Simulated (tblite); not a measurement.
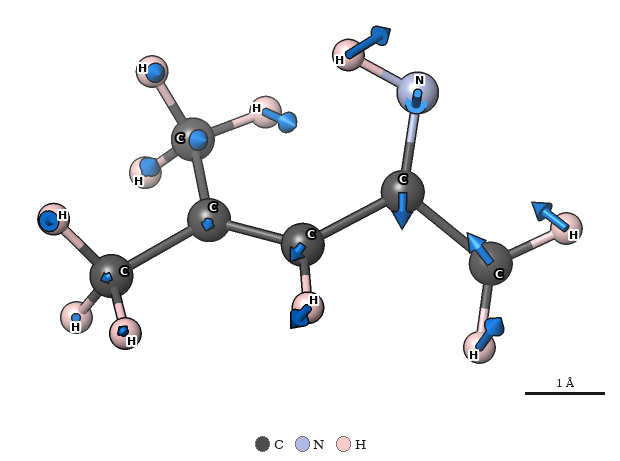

A relaxation of C₆H₁₀N (multiplicity 2). The starting structure is drawn; blue arrows show the displacements, 10 times their true length. The two geometries are superimposed by the best rigid fit.

Style: ball-and-stick. Shown at a tilt.

Computed with GFN2-xTB geometry optimisation, gas phase (tblite). 

What happened in the run?

The energy falls by 16.5 kJ/mol in 36 geometry steps. The largest move after the best rigid fit is that of an H atom, 0.089 Å. By element the largest moves are H 0.089 Å, N 0.068 Å, C 0.051 Å. Near-neighbour distances that change, for instance: C–C 1.472 → 1.393 Å, C–N 1.280 → 1.307 Å, H–N 1.037 → 1.017 Å, C–C 1.347 → 1.332 Å. Bond angles that change, for instance: C–N–H 109.7° → 113.6°, C–C–C 114.5° → 117.8°, H–C–H 121.7° → 119.1°. Cost: 0.21 s on 1 thread of Arm Neoverse V1, on a shared host.
